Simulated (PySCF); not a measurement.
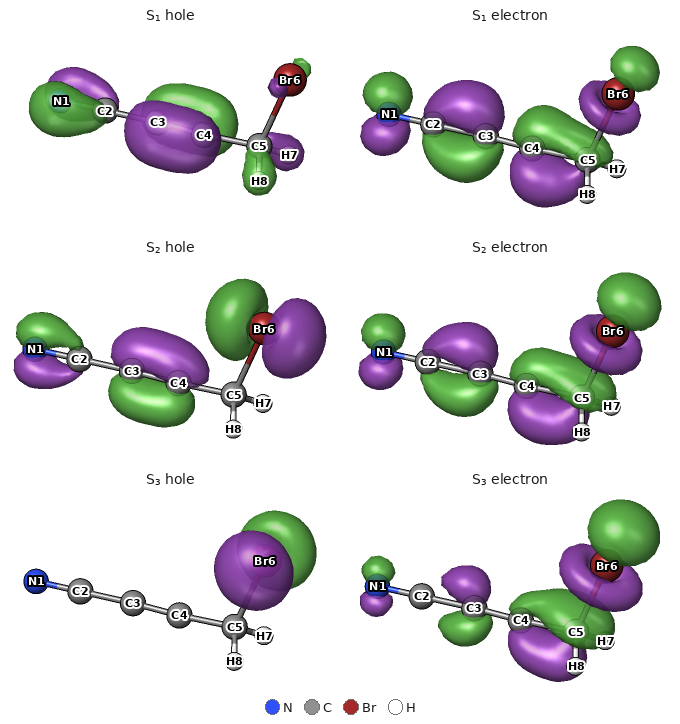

Figure 1: C₄H₂BrN, SMILES `N#CC#CCBr`. Leading natural transition orbitals (full linear response singlet states).

Level of theory: CAM-B3LYP/aug-cc-pVDZ (PySCF), at a geometry from GFN2-xTB. No frequency check shows the geometry to be a minimum. GFN2-xTB bond lengths at metals and heavier atoms can be off by up to 0.1 Å and shapes distorted, which carries into these values.

**Describe these excited states.**

By state:
- S₁: 4.76 eV (260 nm), f = 0.000 (very weak); the leading pair carries 94 %; hole on C3 and C4 (27 % each), N1 (18 %) and C2 (9 %), electron on C4 (21 %), C3 (19 %) and Br6 (18 %); their centroids lie 0.4 Å apart.
- S₂: 5.07 eV (245 nm), f = 0.045; the leading pair carries 73 %; hole on Br6 (38 %), C4 (20 %) and C3 (19 %), electron on Br6 (24 %), C4 (18 %) and C3 (16 %) (shares are of the whole state, not of the leading pair alone); their centroids lie 0.3 Å apart.
- S₃: 5.27 eV (235 nm), f = 0.000 (very weak); the leading pair carries 79 %; hole on Br6 (71 %), C4 (8 %) and C3 (6 %), electron on Br6 (35 %), C5 (20 %) and C4 (14 %) (shares are of the whole state, not of the leading pair alone); their centroids lie 0.9 Å apart; S₄ lies within 0.1 eV of it.

The PySCF run took 22 min on 1 thread of Intel(R) Xeon(R) Processor @ 2.70GHz, with other jobs on the host, peak memory 1.1 GiB.
